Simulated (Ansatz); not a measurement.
# SiH3 (silyl radical) at U-r2SCAN/3-21G

What is the electronic atomisation energy of SiH3 (silyl radical) at U-r2SCAN/3-21G? 

The results are computed with Ansatz 0.2.0.

53 further runs of the same task are left out: 53 set aside as unsound or not needed.

### 1 The molecule

SiH3 has 4 atoms, charge 0, and is taken as a doublet. SMILES: `[SiH3]`. The coordinates come from a PBE0-D4/def2-TZVP relaxation.

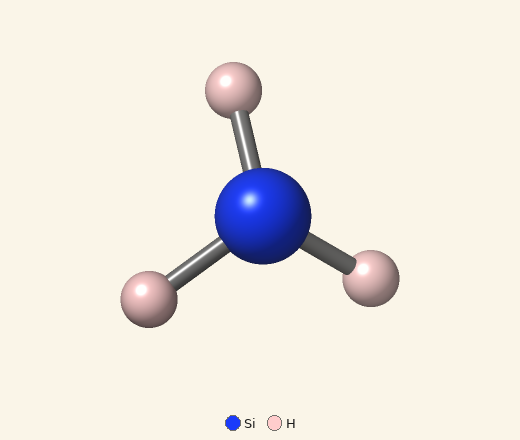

Viewed from a chosen angle; silicon blue, hydrogen pink.

### 2 A single-point energy at U-r2SCAN/3-21G

Contents of run.yaml:

```yaml
crystal:
  periodic: [false, false, false]
  atoms:
    - {symbol: Si, position_ang: [0.293780, -0.026900, -0.164030]}
    - {symbol: H, position_ang: [0.559150, 0.665300, 1.123900]}
    - {symbol: H, position_ang: [-0.224040, -1.401650, 0.060130]}
    - {symbol: H, position_ang: [-0.628890, 0.763250, -1.019990]}
basis:
  gaussian:
    orbitals: 3-21G.json
magnetization:
  spin_polarized: true
  initial_magnetization: 1
hamiltonian:
  xc: r2scan
accuracy: high
```

The basis set 3-21G is read from a file made from the Basis Set Exchange's data (not shown).

On the command line:

```sh
ansatz run run.yaml --threads 1 --pin off --max-ram 3480MiB --events-out events.jsonl --progress --plain --runs-dir runs
```

The log of the run:

```text
Warning: RAYON_NUM_THREADS=1 ignored (pool sized by the plan → 1); use --threads N
Functional definition: r2SCAN
  name "r2SCAN"
  parameter k0 = 0.174
  parameter k1 = 0.065
  parameter a1 = 4.9479
  exchange = r2scan_x(k0 = k0, k1 = k1, a1 = a1)
  correlation = r2scan_c
377 factors; integrals over basis functions are off by at most 3.0e-9 eV
mean field evaluation 1: about -7881.1837 eV, gradient 3.6e0 eV
mean field evaluation 2: about -7881.3036 eV, gradient 7.8e-1 eV
mean field evaluation 4: about -7881.2974 eV, gradient 2.1e-1 eV
mean field evaluation 8: about -7881.2983 eV, gradient 3.2e-3 eV
mean field evaluation 16: about -7881.2983 eV, gradient 1.5e-8 eV
mean field -7881.29826898 eV, -289.6323692491 hartree, gradient 1.5e-8 eV, S^2 0.753266; 0 other end points of the search recorded, 0 dependent functions left out
reference -7881.29827045 eV, -289.6323693031 hartree; 9, 8 occupied and 10, 11 virtual orbitals, 377 factors
Total energy: -7881.29827045 eV, -289.6323693031 hartree
```

It took 2.7 s on 1 thread of Arm Neoverse V1, shared host; peak memory 0.17 GiB.

### 3 The H atom, same level

Contents of run.yaml:

```yaml
basis:
  gaussian:
    orbitals: 3-21G.json
crystal:
  periodic: [false, false, false]
  atoms:
    - {symbol: H, position_ang: [0.000000, 0.000000, 0.000000]}
hamiltonian:
  xc: {name: r2SCAN}
magnetization:
  spin_polarized: true
  initial_magnetization: 1
accuracy: high
```

The basis set 3-21G is read from a file made from the Basis Set Exchange's data (not shown).

Run the same way, it converges to -0.49563 Eh (log not shown).

### 4 The Si atom

Contents of in.yaml:

```yaml
crystal:
  periodic: [false, false, false]
  atoms:
    - {symbol: Si, position_ang: [0.000000, 0.000000, 0.000000]}
basis:
  gaussian:
    orbitals: 3-21G.json
magnetization:
  spin_polarized: true
  initial_magnetization: 2
hamiltonian:
  xc: r2scan
accuracy: high
```

The basis set 3-21G is read from a file made from the Basis Set Exchange's data (not shown).

On the command line:

```sh
ansatz run in.yaml --threads 1 --pin off --max-ram 3480MiB --events-out events.jsonl --progress --plain --runs-dir runs
```

The log of the run (excerpt; [...] marks lines left out):

```text
Warning: RAYON_NUM_THREADS=1 ignored (pool sized by the plan → 1); use --threads N
[... 7 set-up lines as earlier in the session ...]
78 factors; integrals over basis functions are off by at most 3.4e-9 eV
mean field evaluation 1: about -7831.3924 eV, gradient 1.3e0 eV
mean field evaluation 2: about -7831.4131 eV, gradient 5.1e-1 eV
mean field evaluation 4: about -7831.4063 eV, gradient 1.5e-1 eV
mean field evaluation 8: about -7831.4067 eV, gradient 2.6e-4 eV
mean field evaluation 16: about -7831.4198 eV, gradient 4.6e-1 eV
mean field evaluation 32: about -7831.4064 eV, gradient 1.2e-1 eV
mean field -7831.40667983 eV, -287.7988871657 hartree, gradient 2.0e-8 eV, S^2 2.000003; 1 other end points of the search recorded, 0 dependent functions left out
reference -7831.40668118 eV, -287.7988872151 hartree; 8, 6 occupied and 5, 7 virtual orbitals, 78 factors
Total energy: -7831.40668118 eV, -287.7988872151 hartree
```

Run time: 2.6 s. Hardware: 1 thread of Arm Neoverse V1, shared host; peak memory 0.12 GiB.

### 5 Results

Level: U-r2SCAN/3-21G.

| quantity | value |
| --- | --- |
| molecule: total energy | -289.63237 Eh |
| molecule: ⟨S²⟩ | 0.753 |
| H atom: total energy | -0.49563 Eh |
| H atom: ⟨S²⟩ | 0.750 |
| Si atom: total energy | -287.79889 Eh |
| Si atom: ⟨S²⟩ | 2.000 |
| electronic atomisation energy | 9.431 eV |

What this shows: Taking the molecule apart into free atoms costs 9.43 eV (910 kJ/mol), before zero-point energy and without spin-orbit coupling. The basis has no polarisation functions, which makes bonds too weak.
